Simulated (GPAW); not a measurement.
## Run report: CH₂AlFO, excited-state calculation (part 2 of 2)

Continued. System: CH₂AlFO. Method: DELTA-SCF (LDA (PW92))/dz(dzp), UKS, scalar-relativistic datasets (GPAW 26.7.0). The geometry comes from this level: GFN2-xTB.

Geometry of the input (Å):
```
F  -0.3871  -2.5879  0.6651
Al -0.2376  -1.0217  0.1964
C  0.3684  0.7617  0.0060
O  -0.8835  0.1833  -0.7649
H  1.1015  1.0774  -0.7267
H  0.0382  1.5872  0.6243
```

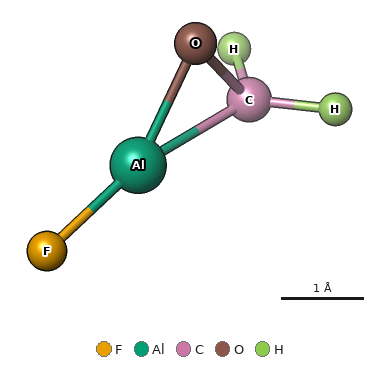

Figure 1. The input geometry (ball-and-stick view, seen at a tilt). Sticks mark near contacts.

Output, continued
```
basis functions: 36
Spin-components: 2 (collinear spins)
Bands:           36
Projectors:      26
Spin-degeneracy: 1
Datatype:        <class 'float'>

  Storage: CPU
  Wave functions: 20_736 bytes (20_736 per core)

Parallelization:
  kpt:    1
  domain: 1
  band:   1

Density:
  Valence electrons: 22.0
  Components: 2
  Grid points: [64 76 60]
  Charge: 0.0  # |e|

Potential:
  Grid points: [64 76 60]

species:
  F:
    name:    Fluorine
    Z:       9.0
    valence: 7
    core:    2
    charge:  0.0  # [|e|]
    file:    F.LDA.gz
    compensation charges:
      type: gauss
      rc: 0.20  # [Å]
      lmax: 2
    cutoffs:
      filter: 1.14  # [Å]
      core: 0.74  # [Å]
    projectors
    | kind |    occ | energy [eV] | rcut [Å] |
    |------|--------|-------------|----------|
    |   2s |  2.000 |     -29.647 |    0.635 |
    |   2p |  5.000 |     -11.293 |    0.635 |
    |    s |        |      -2.435 |    0.635 |
    |    p |        |      15.918 |    0.635 |
    |    d |        |       0.000 |    0.635 |

    LCAO basis set for F:
      Name: dz(dzp)
      File: F.dzp.basis.gz
      Number of radial functions: 4
      Number of spherical harmonics: 8
        l=0, rc=3.8594 Bohr: 2s-sz confined orbital
        l=1, rc=4.8750 Bohr: 2p-sz confined orbital
        l=0, rc=2.0156 Bohr: 2s-dz split-valence wave
        l=1, rc=2.6094 Bohr: 2p-dz split-valence wave
      Number of RI-basis functions 0

  Al:
    name:    Aluminium
    Z:       13.0
    valence: 3
    core:    10
    charge:  0.0  # [|e|]
    file:    Al.LDA.gz
    compensation charges:
      type: gauss
      rc: 0.34  # [Å]
      lmax: 2
    cutoffs:
      filter: 1.91  # [Å]
      core: 2.36  # [Å]
    projectors
    | kind |    occ | energy [eV] | rcut [Å] |
    |------|--------|-------------|----------|
    |   3s |  2.000 |      -7.830 |    1.085 |
    |   3p |  1.000 |      -2.783 |    1.085 |
    |    s |        |      19.382 |    1.085 |
    |    p |        |      24.428 |    1.085 |
    |    d |        |       0.000 |    1.085 |

    LCAO basis set for Al:
      Name: dz(dzp)
      File: Al.dzp.basis.gz
      Number of radial functions: 4
      Number of spherical harmonics: 8
        l=0, rc=7.8750 Bohr: 3s-sz confined orbital
        l=1, rc=10.4219 Bohr: 3p-sz confined orbital
        l=0, rc=4.6094 Bohr: 3s-dz split-valence wave
        l=1, rc=6.2812 Bohr: 3p-dz split-valence wave
      Number of RI-basis functions 0

  C:
    name:    Carbon
    Z:       6.0
    valence: 4
    core:    2
    charge:  0.0  # [|e|]
    file:    C.LDA.gz
    compensation charges:
      type: gauss
      rc: 0.20  # [Å]
      lmax: 2
    cutoffs:
      filter: 1.14  # [Å]
      core: 1.14  # [Å]
    projectors
    | kind |    occ | energy [eV] | rcut [Å] |
    |------|--------|-------------|----------|
    |   2s |  2.000 |     -13.639 |    0.635 |
    |   2p |  2.000 |      -5.414 |    0.635 |
    |    s |        |      13.573 |    0.635 |
    |    p |        |      21.797 |    0.635 |
    |    d |        |       0.000 |    0.635 |

    LCAO basis set for C:
      Name: dz(dzp)
      File: C.dzp.basis.gz
      Number of radial functions: 4
      Number of spherical harmonics: 8
        l=0, rc=5.5469 Bohr: 2s-sz confined orbital
        l=1, rc=6.6719 Bohr: 2p-sz confined orbital
        l=0, rc=3.0312 Bohr: 2s-dz split-valence wave
        l=1, rc=3.7500 Bohr: 2p-dz split-valence wave
      Number of RI-basis functions 0

  O:
    name:    Oxygen
    Z:       8.0
    valence: 6
    core:    2
    charge:  0.0  # [|e|]
    file:    O.LDA.gz
    compensation charges:
      type: gauss
      rc: 0.21  # [Å]
      lmax: 2
    cutoffs:
      filter: 1.17  # [Å]
      core: 0.83  # [Å]
    projectors
    | kind |    occ | energy [eV] | rcut [Å] |
    |------|--------|-------------|----------|
    |   2s |  2.000 |     -23.752 |    0.688 |
    |   2p |  4.000 |      -9.195 |    0.598 |
    |    s |        |       3.459 |    0.688 |
    |    p |        |      18.016 |    0.598 |
    |    d |        |       0.000 |    0.619 |

    LCAO basis set for O:
      Name: dz(dzp)
      File: O.dzp.basis.gz
      Number of radial functions: 4
      Number of spherical harmonics: 8
        l=0, rc=4.3438 Bohr: 2s-sz confined orbital
        l=1, rc=5.3906 Bohr: 2p-sz confined orbital
        l=0, rc=2.2969 Bohr: 2s-dz split-valence wave
        l=1, rc=2.8906 Bohr: 2p-dz split-valence wave
      Number of RI-basis functions 0

  H:
    name:    Hydrogen
    Z:       1.0
    valence: 1
    core:    0
    charge:  0.0  # [|e|]
    file:    H.LDA.gz
    compensation charges:
      type: gauss
      rc: 0.15  # [Å]
      lmax: 2
    cutoffs:
      filter: 0.85  # [Å]
      core: 0.53  # [Å]
    projectors
    | kind |    occ | energy [eV] | rcut [Å] |
    |------|--------|-------------|----------|
    |   1s |  1.000 |      -6.353 |    0.476 |
    |    s |        |      20.858 |    0.476 |
    |    p |        |       0.000 |    0.476 |

    LCAO basis set for H:
      Name: dz(dzp)
      File: H.dzp.basis.gz
      Number of radial functions: 2
      Number of spherical harmonics: 2
        l=0, rc=6.4219 Bohr: 1s-sz confined orbital
        l=0, rc=3.6094 Bohr: 1s-dz split-valence wave
      Number of RI-basis functions 0

Reference energy: -12348.348622  # eV

eigensolver:
  <gpaw.new.lcao.eigensolver.LCAOEigensolver object at 0xe149ae7917f0>
density mixing:
  MSR1-Mixer
  Pratt-step length: 0.05
  Maximum mixing coefficient: 0.75
  Old densities: 10
  SVD Regularization: 0.005
  Good broyden scale: 1.0
  Trust region scale: 1.0
  Backstep threshold: 4.0
  History deletion threshold: 6.0
  Fourier metric: weight=20.0, sigma=0.015

occupation numbers:
  Fixed-uniform occupations:
  [[1. 1. 1. 1. 1. 1. 1. 1. 1. 1. 1. 0. 0. 0. 0. 0. 0. 0. 0. 0. 0. 0. 0. 0.
    0. 0. 0. 0. 0. 0. 0. 0. 0. 0. 0. 0.]
   [1. 1. 1. 1. 1. 1. 1. 1. 1. 1. 1. 0. 0. 0. 0. 0. 0. 0. 0. 0. 0. 0. 0. 0.
    0. 0. 0. 0. 0. 0. 0. 0. 0. 0. 0. 0.]]

FastPoissonSolver using
    Stencil: 6*3+1=19 point O(h^6) finite-difference Laplacian
    FFT axes: []
    FST axes: [np.int64(2), np.int64(0), np.int64(1)]

xc functional:
  name: None
interpolation: tri-quintic # 5. degree polynomial

Initialization done in: 3.976 s

convergence criteria:
- Maximum [total energy] change in last 3 cyles: 0.0005 eV / valence electron
- Maximum integral of absolute [dens]ity change: 0.0001 electrons / valence electron
- Maximum integral of absolute [eigenst]ate change: 4e-08 eV^2 / valence electron
maximum number of iterations: 100

SCF iterations
|iter     |     time |      energy | eigst |  dens |  magmom |
|---------|----------|-------------|-------|-------|---------|
|iter:   1| 00:00:04 |  -31.423982 |      c|       |  +0.0000|
|iter:   2| 00:00:05 |  -30.741104 |      c| -0.75 |  +0.0000|
|iter:   3| 00:00:05 |  -28.385672 |      c| -0.80 |  +0.0000|
|iter:   4| 00:00:06 |  -28.302885 |      c| -1.36 |  +0.0000|
|iter:   5| 00:00:07 |  -28.276965 |      c| -1.63 |  +0.0000|
|iter:   6| 00:00:07 |  -28.270885 |      c| -2.18 |  +0.0000|
|iter:   7| 00:00:08 |  -28.270671c|      c| -2.75 |  +0.0000|
|iter:   8| 00:00:08 |  -28.270638c|      c| -3.14 |  +0.0000|
|iter:   9| 00:00:09 |  -28.270632c|      c| -3.49 |  +0.0000|
|iter:  10| 00:00:10 |  -28.270632c|      c| -3.99 |  +0.0000|
|iter:  11| 00:00:10 |  -28.270632c|      c| -4.79c|  +0.0000|

Converged in 11 steps
SCF loop duration: 6.091 s (0.554 s/step)
Energy contributions relative to reference atoms: (reference = -12348.348622)

Energy contributions:
  Kinetic:          43.805861
  Coulomb:         -39.162275
  Zero:              0.517461
  External:          0.000000
  Xc:              -33.431679
  Entropy:           0.000000
  Spinorbit:         0.000000
  ----------------------------
  Free energy:     -28.270632
  Extrapolated:    -28.270632

dipole moment: (0.288996, 0.030814, 0.217071)  # |e|*Ang

Total magnetic moment: (0.000000, 0.000000, 0.000000)

Local magnetic moments
|        x |        y |        z |
|----------|----------|----------|
| 0.000000 | 0.000000 | 0.000000 |  # F    0
| 0.000000 | 0.000000 | 0.000000 |  # Al   1
| 0.000000 | 0.000000 | 0.000000 |  # C    2
| 0.000000 | 0.000000 | 0.000000 |  # O    3
| 0.000000 | 0.000000 | 0.000000 |  # H    4
| 0.000000 | 0.000000 | 0.000000 |  # H    5

Fermi level: -4.403
Eigenvalues  # (at kpt = [0.000, 0.000, 0.000])
| band index |      eig [eV] | occ [0-1] |      eig [eV] | occ [0-1] |
|------------|---------------|-----------|---------------|-----------|
|          0 |       -29.404 |     1.000 |       -29.404 |     1.000 |
|        ... |               |           |               |           |
|          3 |       -11.828 |     1.000 |       -11.828 |     1.000 |
|          4 |       -11.110 |     1.000 |       -11.110 |     1.000 |
|          5 |       -10.525 |     1.000 |       -10.525 |     1.000 |
|          6 |       -10.335 |     1.000 |       -10.335 |     1.000 |
|          7 |       -10.224 |     1.000 |       -10.224 |     1.000 |
|          8 |        -9.539 |     1.000 |        -9.539 |     1.000 |
|          9 |        -6.803 |     1.000 |        -6.803 |     1.000 |
|         10 |        -6.056 |     1.000 |        -6.056 |     1.000 |
|         11 |        -2.750 |     0.000 |        -2.750 |     0.000 |
|         12 |        -1.621 |     0.000 |        -1.621 |     0.000 |
|         13 |        -0.122 |     0.000 |        -0.122 |     0.000 |
|         14 |         1.310 |     0.000 |         1.310 |     0.000 |
|         15 |         2.510 |     0.000 |         2.510 |     0.000 |
|         16 |         3.346 |     0.000 |         3.346 |     0.000 |
|         17 |         4.492 |     0.000 |         4.492 |     0.000 |
|         18 |         5.189 |     0.000 |         5.189 |     0.000 |
|        ... |               |           |               |           |
|         35 |        47.841 |     0.000 |        47.841 |     0.000 |

Gap: 3.306 eV
Transition (v -> c):
  (s=0, k=0, n=10, [0.00, 0.00, 0.00]) -> (s=0, k=0, n=11, [0.00, 0.00, 0.00])
No difference between direct/indirect transitions
vacuum-level: 0.000  # V
# Writing to gs.gpw (mode='all')

timing:  # [seconds]
  Total: 12.501  # ━━━━━━━━━━━━━━━━━━━━━━━━━━━━━━━━━━━━━━━━━━━━━━━━━━━━━━━━━━
  Init:   3.976  # ━━━━━━━━━━━━━━━━━━╸
  SCF:    6.091  # ━━━━━━━━━━━━━━━━━━━━━━━━━━━━╸

Max RSS: 1037.691  # MiB
mixed    4.951 eV
triplet  4.876 eV
Spin-purified singlet: 5.026 eV
```

File mixed.txt
```
Reading from gs.gpw
Read dipole, energy, free_energy, magmom, magmoms, non_collinear_magmom, non_collinear_magmoms
  __  _  _
 | _ |_)|_||  |
 |__||  | ||/\| - 26.7.0

units:  Angstrom and eV
cores:  1
OpenMP: False

Versions:
  Python: 3.12.14
  ASE:    3.29.0
  Numpy:  2.5.5
  Scipy:  1.18.1
  Libxc:  7.0.0

        _gpaw.cpython-312-aarch64-linux-gnu.so

Input parameters:
  mode=LCAO(),
  basis={'default': 'dz(dzp)'},
  h=0.18,
  maxiter=100,
  nbands=36,
  occupations=Occupations(name='fixed-uniform'),
  parallel={},
  spinpol=True,
  symmetry=Symmetry(point_group=False, time_reversal=False),
  xc=XC(name='LDA')
Excited-state calculation with Maximum Overlap Method
  Gaussian smearing of holes and excited electrons: off

Initialization done in: 0.000 s

convergence criteria:
- Maximum [total energy] change in last 3 cyles: 0.0005 eV / valence electron
- Maximum integral of absolute [dens]ity change: 0.0001 electrons / valence electron
- Maximum integral of absolute [eigenst]ate change: 4e-08 eV^2 / valence electron
maximum number of iterations: 100

SCF iterations
|iter     |     time |      energy | eigst |  dens |  magmom |
|---------|----------|-------------|-------|-------|---------|
|iter:   1| 00:00:00 |  -24.217755 |      c|       |  +0.0000|
|iter:   2| 00:00:00 |  -23.901821 |      c| -0.82 |  +0.0000|
|iter:   3| 00:00:01 |  -23.308997 |      c| -0.85 |  +0.0000|
|iter:   4| 00:00:02 |  -23.345790 |      c| -1.18 |  +0.0000|
|iter:   5| 00:00:02 |  -23.320397 |      c| -1.53 |  +0.0000|
|iter:   6| 00:00:03 |  -23.319531 |      c| -1.80 |  +0.0000|
|iter:   7| 00:00:03 |  -23.319695c|      c| -2.21 |  +0.0000|
|iter:   8| 00:00:04 |  -23.319608c|      c| -2.48 |  +0.0000|
|iter:   9| 00:00:05 |  -23.319681c|      c| -2.94 |  +0.0000|
|iter:  10| 00:00:05 |  -23.319682c|      c| -3.65 |  +0.0000|
|iter:  11| 00:00:06 |  -23.319682c|      c| -4.12c|  +0.0000|

Converged in 11 steps
SCF loop duration: 6.203 s (0.564 s/step)
Energy contributions relative to reference atoms: (reference = -12348.348622)

Energy contributions:
  Kinetic:          55.332689
  Coulomb:         -46.992828
  Zero:              0.499792
  External:          0.000000
  Xc:              -32.159335
  Entropy:           0.000000
  Spinorbit:         0.000000
  ----------------------------
  Free energy:     -23.319682
  Extrapolated:    -23.319682

dipole moment: (0.232248, 0.714060, -0.085952)  # |e|*Ang

Total magnetic moment: (0.000000, 0.000000, 0.000006)

Local magnetic moments
|        x |        y |         z |
|----------|----------|-----------|
| 0.000000 | 0.000000 |  0.020848 |  # F    0
| 0.000000 | 0.000000 |  0.167206 |  # Al   1
| 0.000000 | 0.000000 |  0.064835 |  # C    2
| 0.000000 | 0.000000 | -0.414922 |  # O    3
| 0.000000 | 0.000000 | -0.037138 |  # H    4
| 0.000000 | 0.000000 | -0.037022 |  # H    5

Fermi level: inf
Eigenvalues  # (at kpt = [0.000, 0.000, 0.000])
| band index |      eig [eV] | occ [0-1] |      eig [eV] | occ [0-1] |
|------------|---------------|-----------|---------------|-----------|
|          0 |       -28.185 |     1.000 |       -28.098 |     1.000 |
|        ... |               |           |               |           |
|         28 |        18.205 |     0.000 |        18.114 |     0.000 |
|         29 |        18.755 |     0.000 |        18.732 |     0.000 |
|         30 |        22.046 |     0.000 |        22.147 |     0.000 |
|         31 |        22.982 |     0.000 |        23.097 |     0.000 |
|         32 |        24.964 |     0.000 |        25.056 |     0.000 |
|         33 |        25.589 |     0.000 |        25.772 |     0.000 |
|         34 |        37.772 |     0.000 |        37.271 |     0.000 |
|         35 |        48.599 |     0.000 |        48.734 |     0.000 |

Could not find a gap
vacuum-level: 0.000  # V

timing:  # [seconds]
  Total: 8.616  # ━━━━━━━━━━━━━━━━━━━━━━━━━━━━━━━━━━━━━━━━━━━━━━━━━━━━━━━━━━━
  SCF:   6.203  # ━━━━━━━━━━━━━━━━━━━━━━━━━━━━━━━━━━━━━━━━━━╸

Max RSS: 1039.305  # MiB
```

Key numbers

```tsv
quantity	value
outcome	converged
wall time	28 s
peak memory	1 GiB
```
